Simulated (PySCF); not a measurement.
Input file:

```
{"job": {"kind": "uv", "xc": "CAM-B3LYP", "basis": "def2-SVPD", "ip": true}, "charge": 0, "multiplicity": 1}
F     -1.056085    -1.112443    -1.301051
C     -1.643348    -0.121358    -0.611772
F     -1.549740     0.987684    -1.352392
F     -2.942113    -0.424915    -0.497048
Ge    -0.780284     0.094788     1.177305
O      0.931220     0.402503     0.879763
Si     2.080475     0.079135    -0.279629
H     -1.364709     1.318900     1.887099
H     -0.944451    -1.219405     1.951805
H      3.346975     0.735537     0.150575
H      1.658659     0.623032    -1.605199
H      2.302873    -1.393170    -0.408703
```

Command:

```sh
OMP_NUM_THREADS=1 python probes_run.py task.json out
```

Geometry: PBE0-D3(BJ)/def2-SVP.

The calculation used PySCF 2.14.0, CAM-B3LYP/def2-SVPD, SCF density, gas phase.

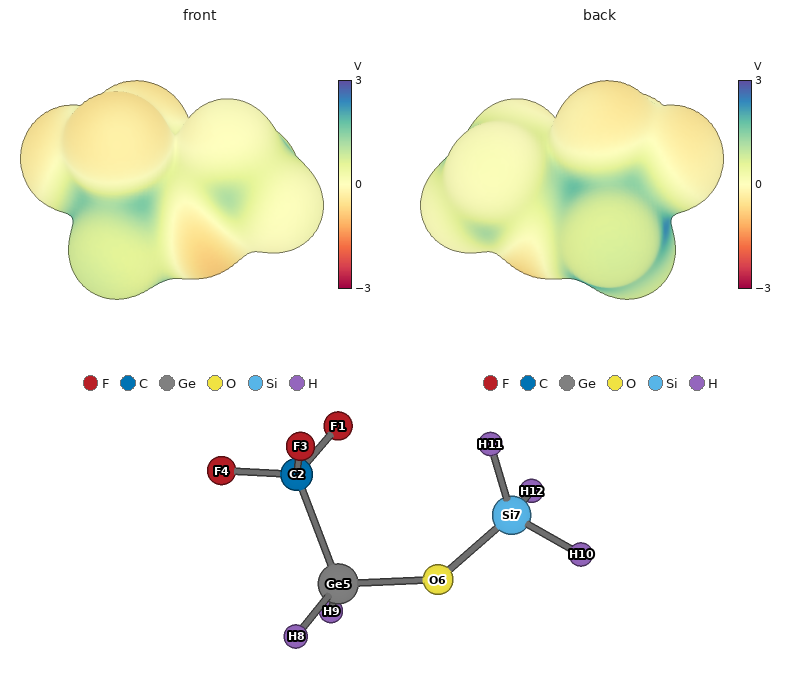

CH5F3GeOSi. The electrostatic potential painted on the density surface at 0.002 e/bohr³, seen from the front and from behind; the colour scale runs from red (negative) to blue (positive). The bare structure is drawn below in the same view.

### Where is the surface potential most negative and most positive?

The most negative region (about −0.8 V) lies over O6, the most positive (about +2.1 V) over Ge5.

### How polar is the molecule by this calculation?

Its dipole moment is 1.69 D.
